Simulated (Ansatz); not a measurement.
**TaMnN: two electronic states of one cell**

Aim: solve TaMnN (a borrowed structure type, volume estimated) from each of its saved states, at one geometry and mesh, and see which is lowest and how they differ.

Method: DFT, PBE, spin-orbit coupling, plane waves, PAW, in Ansatz 0.2.0.

### Step 1. The cell

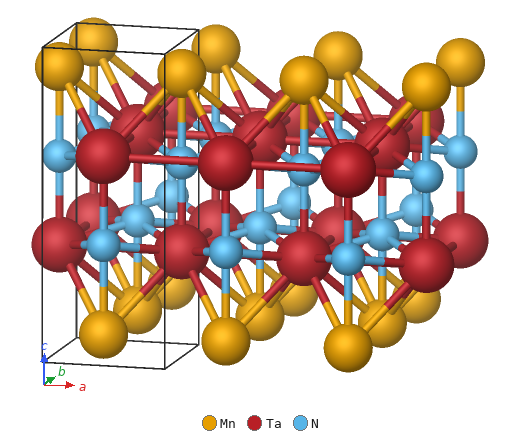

The cell, seen slightly off an axis (manganese amber, tantalum red, nitrogen blue). 3×2×1 cells are drawn.

Symmetry: P4/nmm, No. 129, tetragonal system. The conventional cell has a = 3.009 Å, b = 3.009 Å, c = 7.618 Å, α = 90.00°, β = 90.00°, γ = 90.00°. Mn (site symmetry 4mm) is surrounded by 1 N at 2.16 Å. Ta (site symmetry 4mm) is surrounded by 5 N at 2.15 to 2.16 Å. Around N (site symmetry 4mm) lie 5 Ta at 2.15 to 2.16 Å and 1 Mn at 2.16 Å.

Its coordinates follow in the input file.

The cell carries a charge of +2 e on a uniform background.

The states: A, Mn1 along (0.00, 0.00, 1.00), Mn2 along (0.00, 0.00, -1.00) (spin-orbit spin); B, no atom with a moment over 0.3 μB (spin-orbit spin). Each run reads its own saved solution as saved_state.

### Step 2. Run from state A

Input file input.yaml:

```yaml
crystal:
  lattice:
    - [3.00927, 0.0, 0.0]
    - [0.0, 3.00927, 0.0]
    - [0.0, 0.0, 7.618405]
  atoms:
    - { symbol: Mn, position: [0.0, 0.5, 0.9], spin: 4.5, spin_axis: [0.0, 0.0, 1.0] }
    - { symbol: Mn, position: [0.5, 0.0, 0.1], spin: -4.5, spin_axis: [0.0, 0.0, 1.0] }
    - { symbol: Ta, position: [0.0, 0.5, 0.335] }
    - { symbol: Ta, position: [0.5, 0.0, 0.665] }
    - { symbol: "N", position: [0.0, 0.5, 0.617] }
    - { symbol: "N", position: [0.5, 0.0, 0.383] }
kpoints:
  mp_grid: { grid: [6, 6, 3], shift: [0, 0, 0] }
  band_path:
    path:
      - [0.0, 0.0, 0.0]
      - [0.0, 0.5, 0.0]
      - [0.5, 0.5, 0.0]
      - [0.0, 0.0, 0.0]
      - [0.0, 0.0, 0.5]
      - [0.0, 0.5, 0.5]
      - [0.5, 0.5, 0.5]
      - [0.0, 0.0, 0.5]
      - [0.0, 0.5, 0.0]
      - [0.0, 0.5, 0.5]
      - [0.5, 0.5, 0.0]
    npoints: 6
magnetization:
  noncollinear: true
  spin_orbit: true
scf:
  occupations: { method: cold, width: 0.0442 }
  lower_state_search: "off"
  max_iter: 200
hamiltonian:
  pseudopotentials: { kind: paw_fr }
  xc: pbe
total_charge: 2
basis:
  ecutwfc: 420
  fft_grid_basis: typed
output:
  forces: true
  stress: true
  eigenvalues: true
  bader: true
  populations: true
  elf: true
  write_potential: true
  volumetric_format: npy
  dos:
    e_range: [-12, 8]
    de: 0.05
    projected: { site_lists: { Mn: [Mn], "N": ["N"], Ta: [Ta] } }
    method: { smearing: { sigma: 0.1, scheme: gaussian } }
checkpoint:
  read: saved_state
```

Standard output (excerpt; [...] marks lines left out):

```text
Warning: output.stress: scf.convergence.dr2_threshold = 1e-7 eV (the SCF's general default) is looser than the 6e-10 eV advised for a printed stress (1e-10 eV for each atom of the cell: 6). What an SCF threshold leaves in a stress goes as its square root, and in the free energy as the [...]
Warning: checkpoint.read: basis.xc_grid differs: saved 1, current 2 (points along each axis for each point of the dense box; where the key is left out runs that use forces, runs that use the stress, dielectric runs by a finite field, finite-displacement phonons, runs of [...]
Warning: RAYON_NUM_THREADS=2 ignored (pool sized by the plan → 2); use --threads N
[...]
Pseudopotentials: kind: paw_fr
Pseudopotential: Mn, paw_fr, valence charge 15, recommended cutoff 420 eV (normal), Mn.paw.azcp#standard-fr
Pseudopotential: Ta, paw_fr, valence charge 13, recommended cutoff 420 eV (normal), Ta.paw.azcp#standard-fr
Pseudopotential: N, paw_fr, valence charge 5, recommended cutoff 420 eV (normal), N.paw.azcp#standard-fr
Functional definition: PBE
[...]
Crystal: 6 atoms, lattice volume = 68.990 Å³
Basis set: ecut = 420 eV, 1313 PW (Γ), exchange–correlation on 48×48×108 points (8 copies of the dense FFT grid, shifted against one another)
Bands: 78, of which v1, the nominal top of the filled ones, is band 64 counted from 1 (63 counted from 0)
Symmetry: 8 space group operations + 8 with time reversal
Magnetic group: BNS 129.419 (UNI 1079), of the structure as read, at distance tolerance 4.1e-5 Å
k-points: 21 of 108
Projection manifold: j_resolved (fully-relativistic pseudo-atomic orbitals)
[...]
Starting moments: Σ|m| = 9 μB on 2 of 6 sites; this step starts from the density that it was given
[...]
  site 1: m = (-0.0000, -0.0000, -2.6057) μB, |m| = 2.6057 μB  (R = 0.89 Å)
  site 2: m = (+0.0000, +0.0000, +0.0826) μB, |m| = 0.0826 μB  (R = 0.89 Å)
  site 3: m = (+0.0000, +0.0000, -0.0826) μB, |m| = 0.0826 μB  (R = 0.89 Å)
  site 4: m = (-0.0000, -0.0000, -0.0151) μB, |m| = 0.0151 μB  (R = 0.89 Å)
  site 5: m = (+0.0000, -0.0000, +0.0151) μB, |m| = 0.0151 μB  (R = 0.89 Å)
Free energy (F): -28517.126003 eV
[...]
E sigma→0 (E₀):  -28517.126228 eV
Entropy (-TS):   0.000675 eV (0.113 meV/atom)
Fermi energy:    18.591812 eV
[...]
--- Forces (eV/Å), atoms counted from 1 ---
  atom   1  Mn     0.00000000    -0.00000000     1.04911322
  atom   2  Mn     0.00000000     0.00000000    -1.04911322
  atom   3  Ta     0.00000000     0.00000000     0.14140895
  atom   4  Ta     0.00000000     0.00000000    -0.14140895
  atom   5  N      0.00000000     0.00000000     1.58777140
  atom   6  N      0.00000000     0.00000000    -1.58777140
[...]
--- Stress (GPa, compression-positive) ---
       33.436640       0.000000       0.000000
        0.000000      33.436640      -0.000000
        0.000000       0.000000      24.818939
  P = ⅓ Tr σ = 30.5641 GPa (305.641 kbar)
--- Band table (eV; the first three rows and the last of 21) ---
[...]
--- Löwdin populations: 6 sites ---
  site symbol       q [e]
     0     Mn     14.3067
     1     Mn     14.3067
     2     Ta     11.8790
     3     Ta     11.8790
     4      N      5.6075
     5      N      5.6075
  spilling = 0.006463 (of n_electrons = 64.000000)
--- Bader charges: 6 sites ---
  site symbol  charge [e]  shift [e]  m_x [muB]  m_y [muB]  m_z [muB]
     0     Mn      0.4102     0.0001     0.0000     0.0000     2.8964
     1     Mn      0.4102     0.0001     0.0000     0.0000    -2.8964
     2     Ta      2.1525     0.0000     0.0000     0.0000     0.1807
     3     Ta      2.1526     0.0000     0.0000     0.0000    -0.1807
     4      N     -1.5627     0.0001     0.0000     0.0000    -0.0180
     5      N     -1.5627     0.0001     0.0000     0.0000     0.0180
  estimated error of the sums over rays = 4.8e-4 e
```

It took 60 s on 2 threads of an x86-64 CPU, shared host; peak memory 0.88 GiB.

### Step 3. What state A looks like

States per cell by energy window, from dos.tsv and pdos.tsv (Gaussian smearing of 0.1 eV; eV from the Fermi level):

```csv
from,to,total,Mn s,Mn d,N p,Ta d
-8.0,-7.0,1.81,0.02,0.05,1.00,0.51
-7.0,-6.0,2.26,0.13,0.06,1.27,0.58
-6.0,-5.0,4.35,0.22,0.24,2.40,1.30
-5.0,-4.0,2.65,0.15,0.24,1.52,0.60
-4.0,-3.0,2.53,0.29,1.00,0.69,0.44
-3.0,-2.0,5.88,0.26,4.20,0.47,0.71
-2.0,-1.0,5.33,0.18,3.60,0.40,0.90
-1.0,0.0,2.92,0.09,1.62,0.20,0.84
0.0,1.0,4.90,0.11,3.30,0.23,1.04
1.0,2.0,3.47,0.02,2.35,0.19,0.80
```

The bands computed are complete only to about 2.4 eV above the Fermi level.

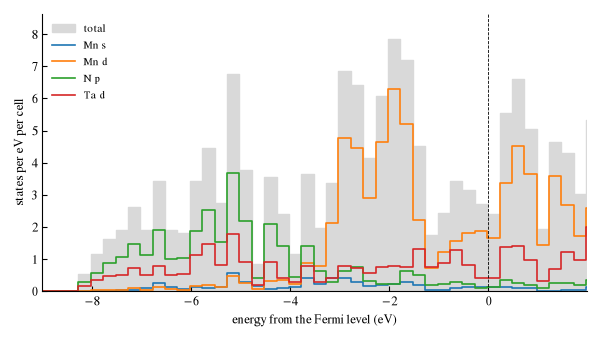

Total and projected density of states, in bins of 0.25 eV.

By element, from the tables in the log (a charge is positive for electrons lost): Löwdin charges also hold the electrons that the projection spills.

```csv
element,atoms,Bader charge (e),Bader volume (Å³),Löwdin charge (e),"Bader moment, size (μB)"
Mn,2,+0.41,13.2,+0.69,2.90
Ta,2,+2.15,11.5,+1.12,0.18
N,2,-1.56,9.7,-0.61,0.02
```

Löwdin charges rest on a small set of atomic orbitals that misses 0.6 % of the electrons, so they need not add up to the cell's charge and can differ from Bader's even in sign.

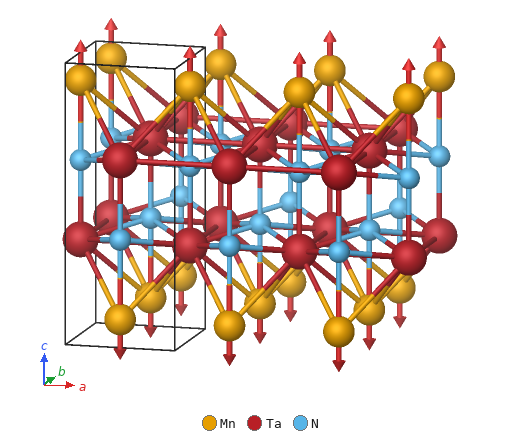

Site moments over 0.3 μB, as arrows (short ones can be hidden in their spheres; values hang on how the density is shared out, so they can differ from the log's spheres), along their computed directions.

### Step 4. State B: the run

Changes to input.yaml since step 2:

```diff
@@ -6,4 +6,4 @@
   atoms:
-    - { symbol: Mn, position: [0.0, 0.5, 0.9], spin: 4.5, spin_axis: [0.0, 0.0, 1.0] }
-    - { symbol: Mn, position: [0.5, 0.0, 0.1], spin: -4.5, spin_axis: [0.0, 0.0, 1.0] }
+    - { symbol: Mn, position: [0.0, 0.5, 0.9], spin: 4.5, spin_axis: [1.0, 0.0, 0.0] }
+    - { symbol: Mn, position: [0.5, 0.0, 0.1], spin: 4.5, spin_axis: [1.0, 0.0, 0.0] }
     - { symbol: Ta, position: [0.0, 0.5, 0.335] }
@@ -14,16 +14,2 @@
   mp_grid: { grid: [6, 6, 3], shift: [0, 0, 0] }
-  band_path:
-    path:
-      - [0.0, 0.0, 0.0]
-      - [0.0, 0.5, 0.0]
-      - [0.5, 0.5, 0.0]
-      - [0.0, 0.0, 0.0]
-      - [0.0, 0.0, 0.5]
-      - [0.0, 0.5, 0.5]
-      - [0.5, 0.5, 0.5]
-      - [0.0, 0.0, 0.5]
-      - [0.0, 0.5, 0.0]
-      - [0.0, 0.5, 0.5]
-      - [0.5, 0.5, 0.0]
-    npoints: 6
 magnetization:
```

Standard output (excerpt; [...] marks lines left out):

```text
Warning: output.stress: scf.convergence.dr2_threshold = 1e-7 eV (the SCF's general default) is looser than the 6e-10 eV advised for a printed stress (1e-10 eV for each atom of the cell: 6). What an SCF threshold leaves in a stress goes as its square root, and in the free energy as the [...]
Warning: checkpoint.read: basis.xc_grid differs: saved 1, current 2 (points along each axis for each point of the dense box; where the key is left out runs that use forces, runs that use the stress, dielectric runs by a finite field, finite-displacement phonons, runs of [...]
Warning: RAYON_NUM_THREADS=2 ignored (pool sized by the plan → 2); use --threads N
[...]
Pseudopotentials: kind: paw_fr
Pseudopotential: Mn, paw_fr, valence charge 15, recommended cutoff 420 eV (normal), Mn.paw.azcp#standard-fr
Pseudopotential: Ta, paw_fr, valence charge 13, recommended cutoff 420 eV (normal), Ta.paw.azcp#standard-fr
Pseudopotential: N, paw_fr, valence charge 5, recommended cutoff 420 eV (normal), N.paw.azcp#standard-fr
Functional definition: PBE
[...]
Crystal: 6 atoms, lattice volume = 68.990 Å³
[...]
  atom   2  Mn     0.00000000    -0.00000000    -1.79864491
  atom   3  Ta     0.00000000     0.00000000    -0.65270163
  atom   4  Ta     0.00000000    -0.00000000     0.65270163
  atom   5  N      0.00000000    -0.00000000     2.12234999
  atom   6  N      0.00000000     0.00000000    -2.12234999
[...]
--- Stress (GPa, compression-positive) ---
       21.561146       0.000000       0.000000
        0.000000      21.560538      -0.000000
        0.000000      -0.000000      11.564744
  P = ⅓ Tr σ = 18.2288 GPa (182.288 kbar)
--- Band table (eV; the first three rows and the last of 32) ---
[...]
--- Löwdin populations: 6 sites ---
  site symbol       q [e]
     0     Mn     14.3818
     1     Mn     14.3818
     2     Ta     11.8211
     3     Ta     11.8211
     4      N      5.5989
     5      N      5.5989
  spilling = 0.006194 (of n_electrons = 64.000000)
--- Bader charges: 6 sites ---
  site symbol  charge [e]  shift [e]  m_x [muB]  m_y [muB]  m_z [muB]
     0     Mn      0.3457     0.0002    -0.0570     0.0000     0.0000
     1     Mn      0.3457     0.0002    -0.0570     0.0000     0.0000
     2     Ta      2.2091     0.0000     0.0080     0.0000     0.0000
     3     Ta      2.2091     0.0000     0.0080     0.0000     0.0000
     4      N     -1.5548     0.0001     0.0023     0.0000     0.0000
     5      N     -1.5548     0.0001     0.0023     0.0000     0.0000
  estimated error of the sums over rays = 3.2e-4 e
```

Wall time 66 s (2 threads of an x86-64 CPU, shared host); peak memory 0.89 GiB.

### Step 5. State B: levels and charges

States per cell by energy window, from dos.tsv and pdos.tsv (Gaussian smearing of 0.1 eV; eV from the Fermi level):

```csv
from,to,total,Mn d,N p,Ta d
-8.0,-7.0,1.75,0.04,0.97,0.49
-7.0,-6.0,2.28,0.06,1.31,0.59
-6.0,-5.0,3.62,0.15,2.07,1.13
-5.0,-4.0,3.34,0.21,1.94,0.79
-4.0,-3.0,1.61,0.21,0.75,0.36
-3.0,-2.0,4.17,2.53,0.36,0.71
-2.0,-1.0,6.57,4.72,0.34,1.03
-1.0,0.0,4.59,3.40,0.23,0.73
0.0,1.0,6.68,5.69,0.22,0.64
1.0,2.0,2.54,1.11,0.18,1.02
```

The bands computed are complete only to about 2.3 eV above the Fermi level.

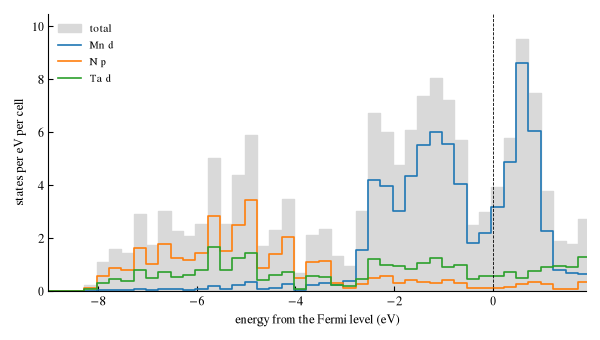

Total and projected density of states, in bins of 0.25 eV.

By element, from the tables in the log (a charge is positive for electrons lost): Löwdin charges also hold the electrons that the projection spills.

```csv
element,atoms,Bader charge (e),Bader volume (Å³),Löwdin charge (e),"Bader moment, size (μB)"
Mn,2,+0.35,13.4,+0.62,0.06
Ta,2,+2.21,11.3,+1.18,0.01
N,2,-1.55,9.7,-0.60,0.00
```

The Löwdin projection spills 0.6 % of the electrons and depends on the orbitals chosen; where it disagrees with Bader's partition, neither is an observable.

### Step 6. Results

```csv
state,free energy (meV/atom),largest site moment (μB),size of the net moment (μB/cell),gap (eV),pressure (GPa),largest force (eV/Å),SCF cycles
A,0.0,2.61,0.00,metal,–,1.59,21
B,73.7,0.05,0.09,metal,–,2.12,19
```

The cell is charged, so the pressure depends on the background and is left out.

What this shows: State A lies lowest, 73.7 meV per atom under state B. The atoms are far from rest (forces to 2.1 eV/Å), so order and character hold for this geometry alone. Every run converged, so convergence alone does not show that a state is the lowest.

Keep in mind: the k mesh is coarse for a cell without a gap; charged cell with a uniform background; the SCF threshold is loose for a stress.
